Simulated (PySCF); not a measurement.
Molecule (SMILES): CCl (CH3-Cl).
Geometry (B3LYP-D3(BJ)/def2-TZVP, fixed):
```
C
H 1 1.0858
H 1 1.0858 2 110.57
H 1 1.0858 2 110.57 3 -122.80
Cl 1 1.7944 2 108.35 3 118.60
```

Basis-set convergence of the mean static polarisability at HF with PySCF. All functions are spherical. Density fitting with generated auxiliary sets. In sets without p functions on hydrogen, species with hydrogen take exact integrals. No added dispersion term, no relativity. Reference: the value in aug-pcseg-3, 28.70 bohr³, itself unsure by roughly 0.4 % (its mean distance from aug-cc-pV(Q+d)Z, aug-pcseg-2, aug-cc-pV(T+d)Z). Deviations are taken from unrounded values. Cost is core time over that of def2-TZVPD, rough, on shared machines of one kind; a dash marks a row that isn't timed (too short, read off another run, short of memory, by another algorithm or on other hardware).

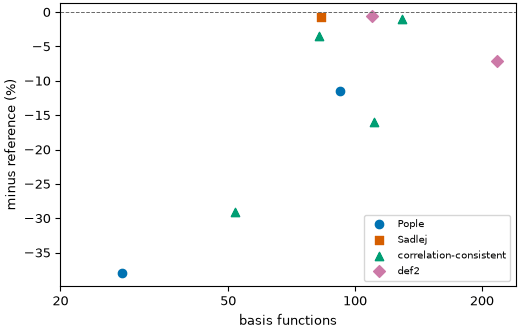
Figure. Deviation from the reference against the number of basis functions, by family of sets.

| basis | functions | mean static polarisability (bohr³) | minus reference (%) | cost |
|---|---|---|---|---|
| 3-21G | 28 | 17.80 | -38.0 | - |
| cc-pV(D+d)Z | 52 | 20.36 | -29.1 | - |
| aug-cc-pV(D+d)Z | 82 | 27.72 | -3.4 | 0.4× |
| Sadlej pVTZ | 83 | 28.50 | -0.7 | 0.5× |
| 6-311++G(2d,2p) | 92 | 25.41 | -11.5 | 0.5× |
| def2-TZVPD | 110 | 28.54 | -0.6 | 1× |
| cc-pV(T+d)Z | 111 | 24.11 | -16.0 | 0.9× |
| jun-cc-pV(T+d)Z | 129 | 28.41 | -1.0 | 1× |
| def2-QZVPP | 217 | 26.65 | -7.2 | 5× |
